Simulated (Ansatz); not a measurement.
## Electronic structure of CH₆GeN₂O in real space

Input

```
crystal:
  periodic: [false, false, false]
  atoms:
    - { symbol: "N", position_ang: [-0.9316, 0.4635, 1.4598] }
    - { symbol: C, position_ang: [-0.5569, -0.429, 0.4023] }
    - { symbol: "N", position_ang: [0.7351, -0.9095, 0.5802] }
    - { symbol: Ge, position_ang: [0.7198, 0.3163, -0.9065] }
    - { symbol: O, position_ang: [0.764, -0.6516, -2.4318] }
    - { symbol: H, position_ang: [-1.916, 0.8929, 1.1633] }
    - { symbol: H, position_ang: [-0.3119, 1.3362, 1.4936] }
    - { symbol: H, position_ang: [-1.2332, -1.1983, 0.0912] }
    - { symbol: H, position_ang: [1.2562, -0.3696, 1.4007] }
    - { symbol: H, position_ang: [1.7213, 1.3987, -0.6375] }
    - { symbol: H, position_ang: [-0.1814, -0.9066, -2.5947] }
basis:
  gaussian: { orbitals: def2-SVP }
hamiltonian:
  xc: pbe
  dispersion: d4
relax:
  f_tol: 0.02
  max_steps: 50
output:
  orbitals: {}
```

Command:

```sh
ansatz run input.yaml --threads 2 --pin off --max-ram 3072MiB --backend cpu --events-out ev --progress --plain --runs-dir out
```

The fields are those of the run's last geometry, not of the input's.

Level of theory: RKS PBE-D4/def2-SVP (Ansatz).

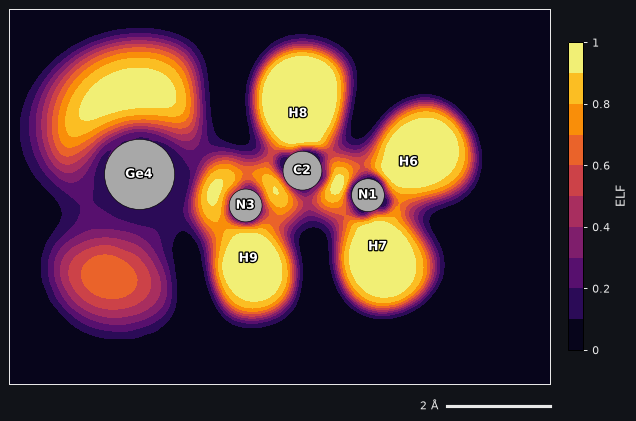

Figure 1. ELF on the plane of atoms C2, N1 and H7. Grey discs cover the atomic cores.

Question: What do the fields say about this system?

Answer:
- The plane passes through N, C, Ge and H nuclei.
- C–N (1.29 Å): the ELF peaks at about 0.90 between the atoms, as expected for localised, covalent bonding.
- Ge–N (2.15 Å): the ELF peaks at about 0.95 in the valence shell of N, 0.7 Å from its nucleus, and is about 0.35 at the midpoint.
- C–N (1.36 Å): the ELF peaks at about 0.95 between the atoms; localised, covalent bonding.
- N–H (1.02 Å): the ELF climbs to about 1 towards the hydrogen, as it does in any bond to H (a covalent bond by its length).
- C–H (1.11 Å): the ELF climbs to about 1 towards the hydrogen: a covalent bond by its length.

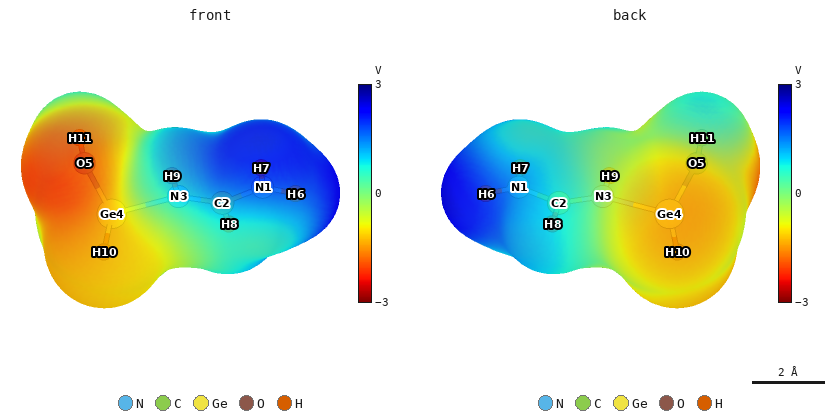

Figure 2. The electrostatic potential painted on the density surface at 0.001 e/bohr³, seen from the front and from behind; red is negative and blue positive.

Question: Describe the electrostatic potential map.

Answer: The most negative region (about −2.2 V, or −51 kcal/mol for a unit charge) lies over O5, the most positive (about +2.4 V, or +55 kcal/mol for a unit charge) over H6 and H7. O5 is the likeliest acceptor of a hydrogen bond.

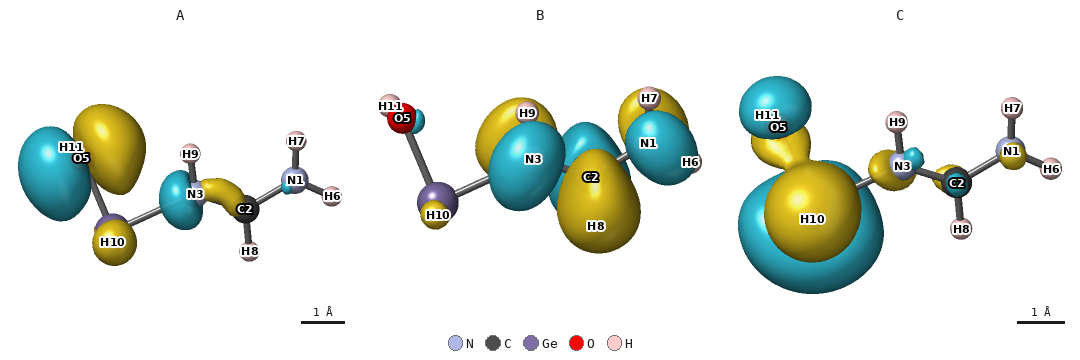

Figure 3. Three frontier orbitals at ±0.1 Å⁻³ᐟ² (yellow and cyan are the two phases), in no order.

Question: Order the three orbitals by energy and name them.

Answer: A is the HOMO−1 (−5.41 eV). By Hirshfeld shares it lies mainly on O5 (about 80 %); largely a lone pair of O5. C is the HOMO (−3.92 eV). Its weight (Hirshfeld) is mainly on Ge4 (about 60 %), H10 (about 15 %) and O5 (about 15 %). B is the LUMO (−1.19 eV). It lies mainly on C2 (about 40 %), N3 (about 30 %) and N1 (about 15 %); π-antibonding (π*) across C2–N3.

Question: What is the HOMO–LUMO gap?

Answer: 2.73 eV between the orbital energies.
